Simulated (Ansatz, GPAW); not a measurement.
# Screening of a field by Cs/Ti(0001), part 2 of 3

How does Cs/Ti(0001) screen a perpendicular field?

GPAW 26.7.0 and Ansatz 0.2.0; Ansatz plane waves; slab in vacuum with a dipole correction, relaxation (the session's first sound run).

So far: The structure; Relaxing the atoms.

**2. Relaxing the atoms (continued)**

The valence density, planar mean oscillates, so the rows of the table below give means over windows of 2.39 Å about each position, cut where the curve ends. Its maxima inside the range that stand out by 2 % of the span (Å: e/Å³): 9.0: 1.49, 11.3: 1.48, 13.7: 1.49, 15.9: 1.49, 19.2: 0.149. Its minima: 10.1: 0.191, 12.6: 0.189, 14.7: 0.219, 17.9: 0.0386.

Valence density, planar mean against z; means over each step:

| z (Å) | valence density, planar mean (e/Å³) |
| --- | --- |
| 3.58 | 2.3e-5 |
| 5.97 | 0.00469 |
| 8.36 | 0.588 |
| 10.75 | 0.676 |
| 13.14 | 0.677 |
| 15.53 | 0.684 |
| 17.92 | 0.0835 |
| 20.31 | 0.0743 |
| 22.70 | 8.7e-4 |
| 25.09 | 4.2e-5 |

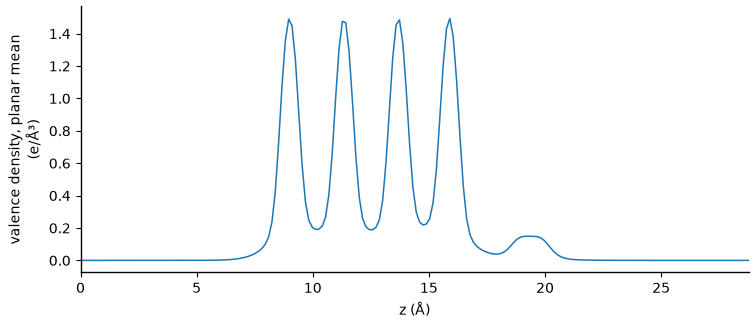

Valence density, planar mean against z.

The relaxation lowered the energy of the cell by 0.263 eV.

**3. Plane waves, PBE**

The work function is the vacuum plateau of the electrostatic potential less the Fermi level; a dipole layer lets the two faces have plateaus of their own.

This step: GPAW, PAW setups; slab in vacuum (GPAW 26.7.0).

Contents of run.py:

```python
import json
import numpy as np
from ase import Atoms
from gpaw import GPAW, PW

slab = Atoms(
    ['Ti', 'Ti', 'Ti', 'Ti', 'Ti', 'Ti', 'Ti', 'Ti', 'Ti', 'Ti', 'Ti', 'Ti', 'Ti', 'Ti', 'Ti', 'Ti', 'Cs'],
    positions=[
        [2.95000, 1.70318, 9.00000],
        [0.00000, 0.00000, 11.34230],
        [2.95000, 1.70318, 13.68460],
        [0.00000, 0.00000, 15.92600],
        [4.42500, 4.25796, 9.00000],
        [1.47500, 2.55477, 11.34230],
        [4.42500, 4.25796, 13.68460],
        [1.48248, 2.55046, 15.87098],
        [5.90000, 1.70318, 9.00000],
        [2.95000, 0.00000, 11.34230],
        [5.90000, 1.70318, 13.68460],
        [2.95000, 0.00864, 15.87098],
        [7.37500, 4.25796, 9.00000],
        [4.42500, 2.55477, 11.34230],
        [7.37500, 4.25796, 13.68460],
        [4.41752, 2.55046, 15.87098],
        [2.95000, 1.70318, 19.35483]],
    cell=[[5.9, 0.0, 0.0], [2.95, 5.10955, 0.0], [0.0, 0.0, 28.91197]],
    pbc=[True, True, False])

slab.calc = GPAW(mode=PW(400), xc='PBE', kpts={'size': (6, 6, 1), 'gamma': True},
                 occupations={'name': 'fermi-dirac', 'width': 0.1}, nbands='160%',
                 convergence={'density': 1e-05}, maxiter=200,
                 poissonsolver={'dipolelayer': 'xy'},
                 symmetry={'tolerance': 1e-3}, txt='slab.txt')
result = {}
energy = slab.get_potential_energy()
fermi = slab.calc.get_fermi_level()
v = slab.calc.get_electrostatic_potential().mean((0, 1)) - fermi
n = slab.calc.get_pseudo_density().mean((0, 1))
L = slab.cell[2, 2]
z = np.arange(len(v)) * L / len(v)
low, high = slab.positions[:, 2].min(), slab.positions[:, 2].max()
below, above = np.interp([low - 6.8, high + 6.8], z, v)
slopes = [np.interp(x, z, np.gradient(v, z)) for x in (low - 6.8, high + 6.8)]
eps = np.array([[slab.calc.get_eigenvalues(k, s) for k in range(len(slab.calc.get_ibz_k_points()))]
                for s in range(slab.calc.get_number_of_spins())]) - fermi
top, bottom = eps[eps < 0].max(), eps[eps > 0].min()
dipole = slab.get_dipole_moment()[2]
print(f'energy {energy:.4f} eV, Fermi level {fermi:.4f} eV, dipole {dipole:.5f} e A')
print(f'potential 6.8 A off the faces, from the Fermi level: lower {below:.4f} eV, upper {above:.4f} eV')
print(f'slope of the potential there: lower {slopes[0]:.5f}, upper {slopes[1]:.5f} eV/A')
print(f'nearest levels on the mesh: {top:.4f} and {bottom:.4f} eV')
print('magnetic moment', round(slab.get_magnetic_moment(), 3))
result.update(energy=energy, fermi=fermi, dipole=dipole, below=below, above=above, slopes=slopes, edges=[top, bottom],
              z=z.tolist(), v=v.tolist(), n=n.tolist(), positions=slab.positions.tolist(),
              forces=slab.get_forces(apply_constraint=False).tolist(), moments=slab.get_magnetic_moments().tolist())
json.dump(result, open('result.json', 'w'))
```

On the command line:

```
> OMP_NUM_THREADS=1 OPENBLAS_NUM_THREADS=1 python run.py
```

Numbers of over 12 decimals in the logs are rounded to 6 here.

The program printed:

```text
energy -100.0592 eV, Fermi level 1.3373 eV, dipole 0.46909 e A
potential 6.8 A off the faces, from the Fermi level: lower 4.4218 eV, upper 1.6027 eV
slope of the potential there: lower -0.00010, upper 0.00084 eV/A
nearest levels on the mesh: -0.0300 and 0.0004 eV
magnetic moment 0.0
```

The job ended after 26 min (1 thread of Arm Neoverse V1, shared host; peak memory 0.78 GiB).

Numbers from this step:

```yaml
dipole_along_the_normal: 0.4691 e·Å
levels_nearest_the_fermi_level_on_the_mesh: -0.03000, 3.64e-4 eV from the Fermi level
upper_work_function: 1.603 eV
lower_work_function: 4.422 eV
```

The electrostatic potential energy of an electron (without an applied field's), less the Fermi level, planar mean oscillates, so the rows of the table below give means over windows of 2 Å about each position, cut where the curve ends. Its maxima inside the range that stand out by 2 % of the span (Å: eV): 0.5: 4.42, 10.2: -0.195, 12.5: -0.397, 14.8: -1.15, 17.7: 2.87. Its minima: 9.0: -19.7, 11.4: -19.5, 13.7: -19.4, 15.8: -19.5, 19.4: -9.60.

The electrostatic potential energy of an electron (without an applied field's), less the Fermi level, planar mean by z; means over each step:

| z (Å) | electrostatic potential energy of an electron (without an applied field's), less the Fermi level, planar mean (eV) |
| --- | --- |
| 0 | 4.16 |
| 2 | 4.42 |
| 4 | 4.42 |
| 6 | 4.27 |
| 8 | -3.90 |
| 10 | -6.74 |
| 12 | -8.26 |
| 14 | -9.50 |
| 16 | -9.71 |
| 18 | 0.971 |
| 20 | -3.62 |
| 22 | 1.39 |
| 24 | 1.59 |
| 26 | 1.60 |
| 28 | 1.68 |

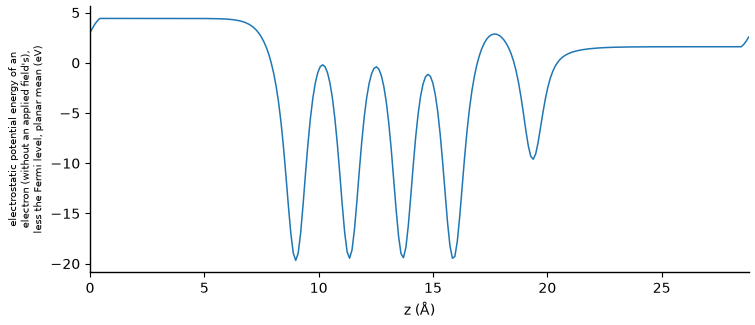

Electrostatic potential energy of an electron (without an applied field's), less the Fermi level, planar mean against z.

The pseudo valence density, planar mean oscillates, so the rows of the table below give means over windows of 2.36 Å about each position, cut where the curve ends. Its maxima inside the range that stand out by 2 % of the span (Å: e/Å³): 9.0: 1.62, 11.4: 1.62, 13.7: 1.62, 15.8: 1.61, 18.8: 0.157, 19.7: 0.156. Its minima: 10.3: 0.195, 12.4: 0.191, 14.8: 0.219, 18.0: 0.0394, 19.3: 0.106.

Pseudo valence density, planar mean against z; means over each step:

| z (Å) | pseudo valence density, planar mean (e/Å³) |
| --- | --- |
| 3.54 | 2.1e-5 |
| 5.90 | 0.00397 |
| 8.26 | 0.563 |
| 10.62 | 0.681 |
| 12.98 | 0.680 |
| 15.34 | 0.710 |
| 17.70 | 0.0987 |
| 20.06 | 0.0870 |
| 22.42 | 0.00134 |
| 24.78 | 6.5e-5 |

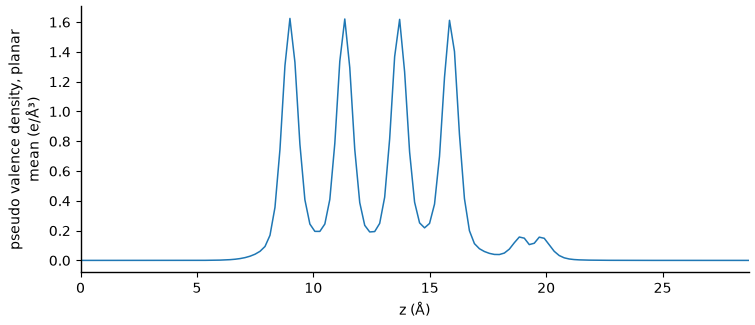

Pseudo valence density, planar mean against z.

Force by atom:

| atom | x (eV/Å) | y (eV/Å) | z (eV/Å) | size |
| --- | --- | --- | --- | --- |
| Ti1 | 0.000 | 0.000 | 0.546 | 0.546 |
| Ti2 | 0.000 | 0.000 | -0.690 | 0.690 |
| Ti3 | 0.000 | 0.000 | -0.001 | 0.001 |
| Ti4 | 0.000 | 0.000 | 0.013 | 0.013 |
| Ti5 | 0.001 | 0.000 | 0.542 | 0.542 |
| Ti6 | -0.009 | 0.005 | -0.712 | 0.712 |
| Ti7 | -0.062 | 0.036 | 0.192 | 0.204 |
| Ti8 | -0.002 | 0.001 | 0.024 | 0.024 |
| Ti9 | 0.000 | 0.001 | 0.542 | 0.542 |
| Ti10 | 0.000 | -0.011 | -0.712 | 0.712 |
| Ti11 | 0.000 | -0.071 | 0.192 | 0.204 |
| Ti12 | 0.000 | -0.002 | 0.024 | 0.024 |
| Ti13 | -0.001 | 0.000 | 0.542 | 0.542 |
| Ti14 | 0.009 | 0.005 | -0.712 | 0.712 |
| Ti15 | 0.062 | 0.036 | 0.192 | 0.204 |
| Ti16 | 0.002 | 0.001 | 0.024 | 0.024 |
| Cs17 | 0.000 | 0.000 | 0.003 | 0.003 |

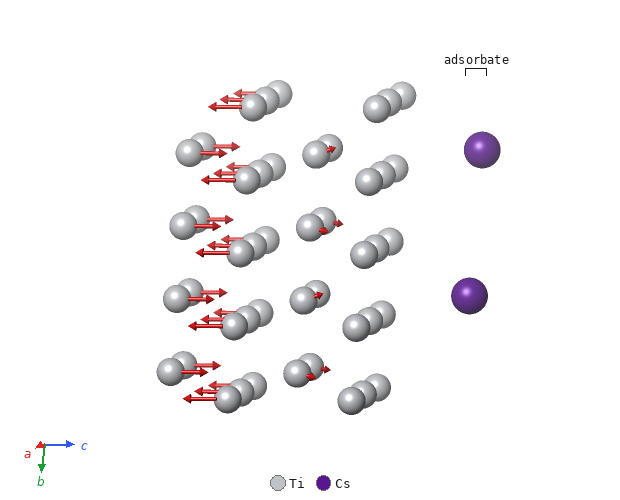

Force as arrows, the longest 0.712 eV/Å. 1×2×1 cells are drawn. Some periodic images of atoms are drawn too.

The potential is flat to 8.4e-4 eV/Å where it is read, so the vacuum is wide enough. The geometry is the other program's minimum; here the largest force on a free atom is 0.024 eV/Å.

**4. In a field**

A uniform field along the normal polarises the slab; the atoms stay fixed, so this is the electronic response alone.

Edit run.py of step 3 so:

```diff
@@ -4,2 +4,3 @@
 from gpaw import GPAW, PW
+from gpaw.external import ConstantElectricField
 
@@ -32,2 +33,3 @@
                  poissonsolver={'dipolelayer': 'xy'},
+                 external=ConstantElectricField(-0.2, [0, 0, 1]),
                  symmetry={'tolerance': 1e-3}, txt='slab.txt')
```

The program printed:

```text
energy -100.0153 eV, Fermi level 1.2789 eV, dipole -0.08970 e A
potential 6.8 A off the faces, from the Fermi level: lower 2.8780 eV, upper 3.4091 eV
slope of the potential there: lower -0.00024, upper 0.00977 eV/A
nearest levels on the mesh: -0.0299 and 0.0001 eV
magnetic moment 0.0
```

Wall time 82 min (1 thread); peak memory 1.5 GiB.

Numbers from this step:

```yaml
dipole_along_the_normal: -0.08970 e·Å
levels_nearest_the_fermi_level_on_the_mesh: -0.02988, 1.32e-4 eV from the Fermi level
potential_below_the_slab_the_applied_field_s_own_ramp_left_out: 2.878 eV from the Fermi level
potential_above_the_slab_the_applied_field_s_own_ramp_left_out: 3.409 eV from the Fermi level
```

The electrostatic potential energy of an electron (without an applied field's), less the Fermi level, planar mean oscillates, so the rows of the table below give means over windows of 2.36 Å about each position, cut where the curve ends. Its maxima inside the range that stand out by 2 % of the span (Å: eV): 10.2: -1.05, 12.5: -0.782, 14.8: -1.08, 17.8: 3.51. Its minima: 9.0: -20.8, 11.4: -20.1, 13.7: -19.6, 15.8: -19.2, 19.4: -8.60.

Table of electrostatic potential energy of an electron (without an applied field's), less the Fermi level, planar mean by z; means over each step:

| z (Å) | electrostatic potential energy of an electron (without an applied field's), less the Fermi level, planar mean (eV) |
| --- | --- |
| 1.18 | 2.90 |
| 3.54 | 2.88 |
| 5.90 | 2.75 |
| 8.26 | -7.68 |
| 10.62 | -9.02 |
| 12.98 | -8.63 |
| 15.34 | -8.77 |
| 17.70 | 1.25 |
| 20.06 | -2.05 |
| 22.42 | 3.07 |
| 24.78 | 3.38 |
| 27.14 | 3.41 |

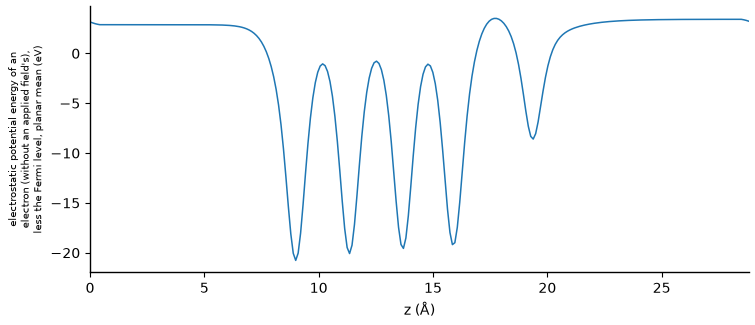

Electrostatic potential energy of an electron (without an applied field's), less the Fermi level, planar mean, plotted against z.

Force by atom:

| atom | x (eV/Å) | y (eV/Å) | z (eV/Å) | size |
| --- | --- | --- | --- | --- |
| Ti1 | 0.000 | 0.000 | 0.542 | 0.542 |
| Ti2 | 0.000 | 0.000 | -0.690 | 0.690 |
| Ti3 | 0.000 | 0.000 | 0.004 | 0.004 |
| Ti4 | 0.000 | 0.000 | 0.007 | 0.007 |
| Ti5 | 0.001 | -0.001 | 0.539 | 0.539 |
| Ti6 | -0.010 | 0.006 | -0.713 | 0.713 |
| Ti7 | -0.062 | 0.036 | 0.193 | 0.206 |
| Ti8 | -0.004 | 0.002 | 0.018 | 0.018 |
| Ti9 | 0.000 | 0.001 | 0.539 | 0.539 |
| Ti10 | 0.000 | -0.011 | -0.713 | 0.713 |
| Ti11 | 0.000 | -0.072 | 0.193 | 0.206 |
| Ti12 | 0.000 | -0.004 | 0.018 | 0.018 |
| Ti13 | -0.001 | -0.001 | 0.539 | 0.539 |
| Ti14 | 0.010 | 0.006 | -0.713 | 0.713 |
| Ti15 | 0.062 | 0.036 | 0.193 | 0.206 |
| Ti16 | 0.004 | 0.002 | 0.018 | 0.018 |
| Cs17 | 0.000 | 0.000 | 0.015 | 0.015 |

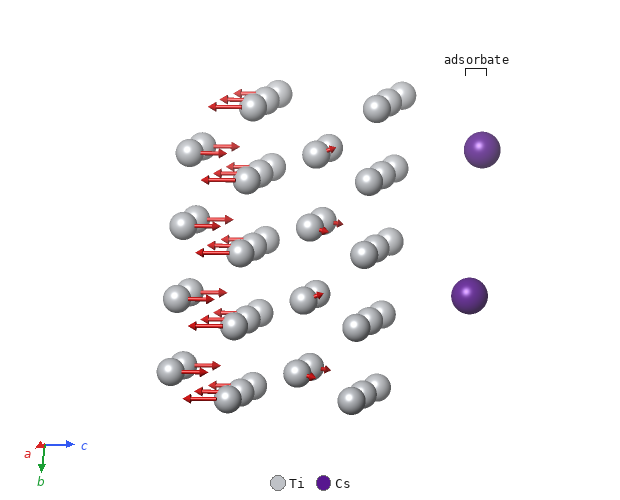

Force as arrows, the longest 0.713 eV/Å. 1×2×1 cells are drawn. Some periodic images of atoms are drawn too.

The dipole is now -0.0897 e Å, against 0.47 in the run without a field.

**5. In a field**

Edit run.py of step 4 so:

```diff
@@ -33,3 +33,3 @@
                  poissonsolver={'dipolelayer': 'xy'},
-                 external=ConstantElectricField(-0.2, [0, 0, 1]),
+                 external=ConstantElectricField(-0.1, [0, 0, 1]),
                  symmetry={'tolerance': 1e-3}, txt='slab.txt')
```

The program printed:

```text
energy -100.0236 eV, Fermi level 1.3204 eV, dipole 0.19922 e A
potential 6.8 A off the faces, from the Fermi level: lower 3.6478 eV, upper 2.4504 eV
slope of the potential there: lower -0.00012, upper 0.00277 eV/A
nearest levels on the mesh: -0.0299 and 0.0002 eV
magnetic moment 0.0
```

Run time: 83 min. Hardware: 1 thread; peak memory 1.5 GiB.

Numbers from this step:

* dipole along the normal: 0.1992 e·Å
* levels nearest the Fermi level on the mesh: -0.02992, 1.98e-4 eV from the Fermi level
* potential below the slab, the applied field's own ramp left out: 3.648 eV from the Fermi level
* potential above the slab, the applied field's own ramp left out: 2.450 eV from the Fermi level

The electrostatic potential energy of an electron (without an applied field's), less the Fermi level, planar mean oscillates, so the rows of the table below give means over windows of 2.36 Å about each position, cut where the curve ends. Its maxima inside the range that stand out by 2 % of the span (Å: eV): 0.5: 3.65, 10.2: -0.624, 12.5: -0.589, 14.8: -1.11, 17.7: 3.19. Its minima: 9.0: -20.2, 11.4: -19.8, 13.7: -19.5, 15.8: -19.3, 19.4: -9.10.

The electrostatic potential energy of an electron (without an applied field's), less the Fermi level, planar mean by z; means over each step:

| z (Å) | electrostatic potential energy of an electron (without an applied field's), less the Fermi level, planar mean (eV) |
| --- | --- |
| 1.18 | 3.60 |
| 3.54 | 3.65 |
| 5.90 | 3.51 |
| 8.26 | -7.05 |
| 10.62 | -8.63 |
| 12.98 | -8.48 |
| 15.34 | -8.86 |
| 17.70 | 0.928 |
| 20.06 | -2.63 |
| 22.42 | 2.24 |
| 24.78 | 2.44 |
| 27.14 | 2.45 |

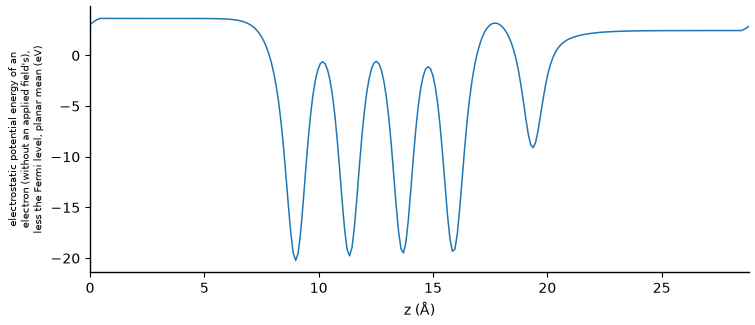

Electrostatic potential energy of an electron (without an applied field's), less the Fermi level, planar mean against z.

Force by atom:

| atom | x (eV/Å) | y (eV/Å) | z (eV/Å) | size |
| --- | --- | --- | --- | --- |
| Ti1 | 0.000 | 0.000 | 0.546 | 0.546 |
| Ti2 | 0.000 | 0.000 | -0.690 | 0.690 |
| Ti3 | 0.000 | 0.000 | 0.003 | 0.003 |
| Ti4 | 0.000 | 0.000 | 0.011 | 0.011 |
| Ti5 | 0.001 | -0.001 | 0.542 | 0.542 |
| Ti6 | -0.009 | 0.005 | -0.713 | 0.713 |
| Ti7 | -0.062 | 0.036 | 0.193 | 0.206 |
| Ti8 | -0.003 | 0.002 | 0.022 | 0.023 |
| Ti9 | 0.000 | 0.001 | 0.542 | 0.542 |
| Ti10 | 0.000 | -0.011 | -0.713 | 0.713 |
| Ti11 | 0.000 | -0.071 | 0.193 | 0.206 |
| Ti12 | 0.000 | -0.003 | 0.022 | 0.023 |
| Ti13 | -0.001 | -0.001 | 0.542 | 0.542 |
| Ti14 | 0.009 | 0.005 | -0.713 | 0.713 |
| Ti15 | 0.062 | 0.036 | 0.193 | 0.206 |
| Ti16 | 0.003 | 0.002 | 0.022 | 0.023 |
| Cs17 | 0.000 | 0.000 | 0.003 | 0.003 |

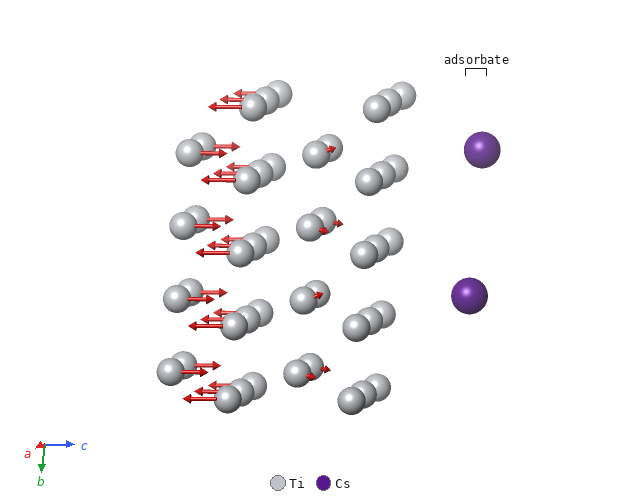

Force as arrows, the longest 0.713 eV/Å. 1×2×1 cells are drawn. Some periodic images of atoms are drawn too.

The dipole is now 0.199 e Å, against 0.47 in the run without a field.

**6. In a field**

Edit run.py of step 5 so:

```diff
@@ -33,3 +33,3 @@
                  poissonsolver={'dipolelayer': 'xy'},
-                 external=ConstantElectricField(-0.1, [0, 0, 1]),
+                 external=ConstantElectricField(-0.05, [0, 0, 1]),
                  symmetry={'tolerance': 1e-3}, txt='slab.txt')
```

The program printed:

```text
energy -100.0381 eV, Fermi level 1.3317 eV, dipole 0.33653 e A
potential 6.8 A off the faces, from the Fermi level: lower 4.0345 eV, upper 2.0140 eV
slope of the potential there: lower -0.00010, upper 0.00139 eV/A
nearest levels on the mesh: -0.0299 and 0.0003 eV
magnetic moment 0.0
```

The job ended after 90 min (1 thread; peak memory 1.6 GiB).

**7. Field on**

Edit run.py of step 6 so:

```diff
@@ -33,3 +33,3 @@
                  poissonsolver={'dipolelayer': 'xy'},
-                 external=ConstantElectricField(-0.05, [0, 0, 1]),
+                 external=ConstantElectricField(0.05, [0, 0, 1]),
                  symmetry={'tolerance': 1e-3}, txt='slab.txt')
```

The program printed:

```text
energy -100.0868 eV, Fermi level 1.3386 eV, dipole 0.60028 e A
potential 6.8 A off the faces, from the Fermi level: lower 4.8102 eV, upper 1.2072 eV
slope of the potential there: lower -0.00011, upper 0.00046 eV/A
nearest levels on the mesh: -0.0300 and 0.0005 eV
magnetic moment 0.0
```

The job ended after 83 min (1 thread; peak memory 1.5 GiB).

The electrostatic potential energy of an electron (without an applied field's), less the Fermi level, planar mean oscillates, so the rows of the table below give means over windows of 2.5 Å about each position, cut where the curve ends. Its maxima inside the range that stand out by 2 % of the span (Å: eV): 0.5: 4.81, 10.2: 0.0193, 12.5: -0.301, 14.8: -1.16, 17.7: 2.71. Its minima: 9.0: -19.4, 11.4: -19.3, 13.7: -19.4, 15.8: -19.5, 19.4: -9.85.

The electrostatic potential energy of an electron (without an applied field's), less the Fermi level, planar mean by z; means over each step:

| z (Å) | electrostatic potential energy of an electron (without an applied field's), less the Fermi level, planar mean (eV) |
| --- | --- |
| 0.0 | 4.54 |
| 2.5 | 4.81 |
| 5.0 | 4.79 |
| 7.5 | 0.283 |
| 10.0 | -8.63 |
| 12.5 | -8.92 |
| 15.0 | -9.90 |
| 17.5 | -0.440 |
| 20.0 | -3.47 |
| 22.5 | 1.10 |
| 25.0 | 1.20 |
| 27.5 | 1.26 |

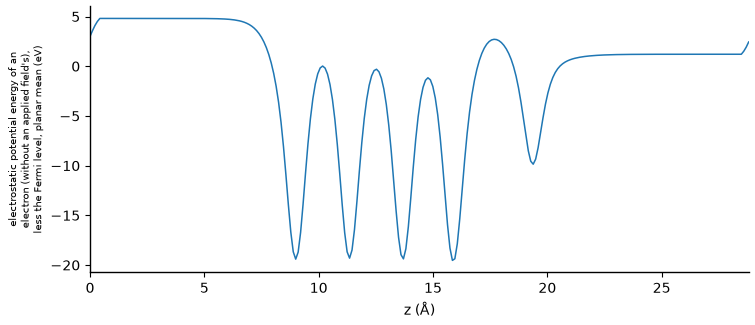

Electrostatic potential energy of an electron (without an applied field's), less the Fermi level, planar mean, plotted against z.

**8. Field on**

Edit run.py of step 7 so:

```diff
@@ -33,3 +33,3 @@
                  poissonsolver={'dipolelayer': 'xy'},
-                 external=ConstantElectricField(0.05, [0, 0, 1]),
+                 external=ConstantElectricField(0.1, [0, 0, 1]),
                  symmetry={'tolerance': 1e-3}, txt='slab.txt')
```

The program printed:

```text
energy -100.1208 eV, Fermi level 1.3362 eV, dipole 0.72862 e A
potential 6.8 A off the faces, from the Fermi level: lower 5.1995 eV, upper 0.8263 eV
slope of the potential there: lower -0.00011, upper 0.00024 eV/A
nearest levels on the mesh: -0.0301 and 0.0006 eV
magnetic moment 0.0
```

Run time: 74 min. Hardware: 1 thread; peak memory 1.5 GiB.

The dipole is now 0.729 e Å, against 0.47 in the run without a field.

[end of part 2 of 3]

[Logs are printed without paths, hosts, clocks, repeated set-up lines and the standing remarks that a program may print on its own settings, such as how far it seeks lower states.]

[Hosts, paths, dates, database ids (printed as entryN), source tags and the programs' standing remarks are cut or masked in the printed files.]
